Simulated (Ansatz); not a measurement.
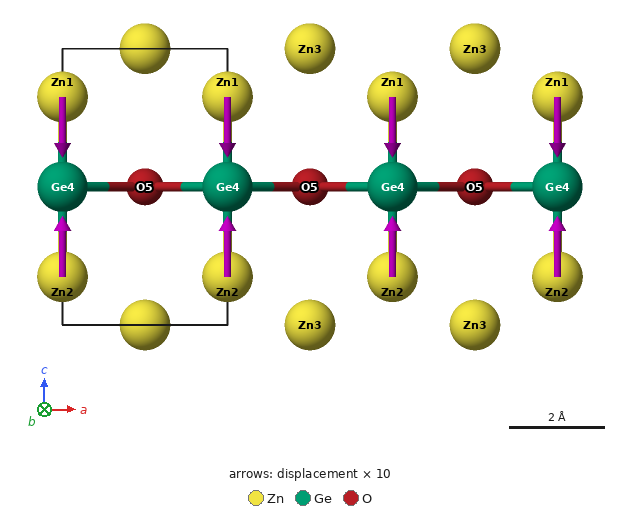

This is a relaxation of solid Zn₃GeO (a generated structure, set up in P4/mmm) (coarse preliminary run). The starting structure is drawn; purple arrows show the displacements (the part carried along by the change of the cell is left out), 10 times their true length.

A ball-and-stick model of the cell of the calculation, repeated 3 × 1 × 1 with one cell outlined, seen along the b axis.

Method: DFT PBE, scalar-relativistic, plane waves, PAW in Ansatz.

Input
```yaml
crystal:
  lattice:
    - [3.4999638, 0.0, 0.0]
    - [0.0, 3.4999638, 0.0]
    - [0.0, 0.0, 5.86261829]
  atoms:
    - { symbol: Zn, position: [0.0, 0.0, 0.82544584] }
    - { symbol: Zn, position: [0.0, 0.0, 0.17455416] }
    - { symbol: Zn, position: [0.5, 0.5, 0.0] }
    - { symbol: Ge, position: [0.0, 0.0, 0.5] }
    - { symbol: O, position: [0.5, 0.5, 0.5] }
basis:
  ecutwfc: 420
kpoints:
  mp_grid: { grid: [6, 6, 4] }
hamiltonian:
  xc: pbe
scf:
  occupations: { method: gaussian, width: 0.1 }
  lower_state_search: "off"
output:
  forces: true
  stress: true
  eigenvalues: true
relax:
  adjacent_minimum: "off"
  f_tol: 0.04
  max_steps: 70
  cell: { stress_tol: 0.4 }
```

Launched with:
```bash
ansatz run input.yaml --threads 1 --pin off --max-ram 2560MiB --backend cpu --events-out ev --progress --plain --runs-dir out
```

Which element moves most?

Answer. Zinc: up to 0.13 Å, against 0.00 Å for oxygen.

Describe the change and its energy.

Answer. The largest moves relative to the cell, 0.13 Å, are those of Zn1 and Zn2. Zn2 goes along +c. O and Ge stay in place. The drawn cell changes as follows: a = b 3.500 → 3.061 Å (−12.6 %), c 5.863 → 8.208 Å (+40.0 %); the volume changes by +7.1 %. Near-neighbour distances that change, for instance: Zn1–Zn2 2.047 → 3.125 Å, Zn1–Ge4 1.908 → 2.542 Å, Ge4–O5 2.475 → 2.164 Å. Bonds break: Zn1–Zn2 (2.05 → 3.12 Å). The space group stays P4/mmm (No. 123). The energy falls by 1036 meV per atom in 13 accepted moves (17 points after the start). The largest force component goes from 5 to 0.0044 eV/Å. The pressure goes from 32.63 to −0.02 GPa. The line search rejected the trial step at point 6 of the run. At 3 points the geometry stayed and the basis and grid were re-selected for the new cell (energy shift of 61.2 meV per atom at most each time). Cost: 3.1 min on 1 thread of Arm Neoverse N1, on a shared host, peak memory 0.39 GiB.
